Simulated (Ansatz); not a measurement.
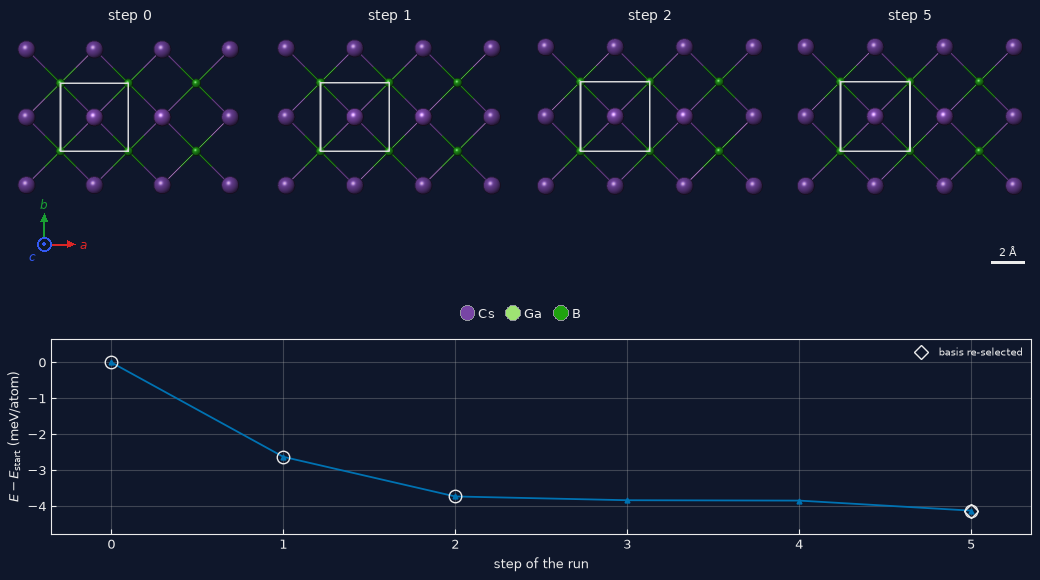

Frames of a relaxation of a crystal of CsGaB (a generated structure, set up in P4/mmm), marked on the history of the run. The picture is a ball-and-stick view of the cell of the calculation, repeated 2 × 1 × 1 with one cell outlined, seen along the c axis.

Theory: Ansatz, DFT PBE, scalar-relativistic, plane waves, PAW.

Input file:
```yaml
crystal:
  lattice:
    - [4.1278370243, 0.0, 0.0]
    - [0.0, 4.1278370243, 0.0]
    - [0.0, 0.0, 6.9698577464]
  atoms:
    - { symbol: Cs, position: [0.5, 0.5, 0.5] }
    - { symbol: Ga, position: [0.5, 0.5, 0.0] }
    - { symbol: B, position: [0.0, 0.0, 0.5] }
basis:
  ecutwfc: 420
kpoints:
  mp_grid: { grid: [12, 12, 8] }
hamiltonian:
  xc: pbe
scf:
  occupations: { method: gaussian, width: 0.1 }
output:
  forces: true
  stress: true
  eigenvalues: true
  write_density: true
  write_potential: true
  elf: true
  volumetric_format: npy
relax:
  adjacent_minimum: "off"
  f_tol: 0.01
  max_steps: 80
  cell: { stress_tol: 0.05 }
```

Launched with:
```bash
ansatz run input.yaml --threads 1 --pin off --max-ram 2048MiB --backend cpu --events-out ev --progress --plain --runs-dir out
```

Question: What happens along the run?

Answer: The atoms keep their places relative to the cell (all moves are under 0.005 Å). Cell: a = b 4.128 → 4.226 Å (+2.4 %), c 6.970 → 7.058 Å (+1.3 %). Volume +6.1 %. Some distances before and after: Cs1–B3 2.919 → 2.988 Å, Cs1–Ga2 3.485 → 3.529 Å. The space group stays P4/mmm (No. 123). After 4 accepted moves (5 points after the start) the energy has fallen by 4.1 meV per atom. All forces vanish by symmetry, so only the cell relaxes. Pressure: 0.50 GPa at the start and 0.01 GPa at the end. At 1 point the geometry stayed and the basis and grid were re-selected for the new cell (energy shift of 0.3 meV per atom at most each time). Cost: 100 s on 1 thread of Arm Neoverse V2 (shared host), peak memory 0.57 GiB. From step 0 to 1: volume +2.2 %, energy −2.6 meV per atom. From step 1 to 2: volume +2.7 %, energy −1.1 meV per atom. From step 2 to 5: volume +1.1 %, energy −0.4 meV per atom.

| step | E − E(0), meV/atom | pressure, GPa | volume, Å³/atom | note |
| --- | --- | --- | --- | --- |
| 0 | 0.00 | 0.50 | 39.587 |  |
| 1 | -2.63 | 0.29 | 40.467 |  |
| 2 | -3.73 | 0.06 | 41.566 |  |
| 3 | -3.83 | 0.03 | 41.812 |  |
| 4 | -3.84 | 0.00 | 42.007 |  |
| 5 | -4.12 | 0.01 | 42.007 | same geometry, new basis |
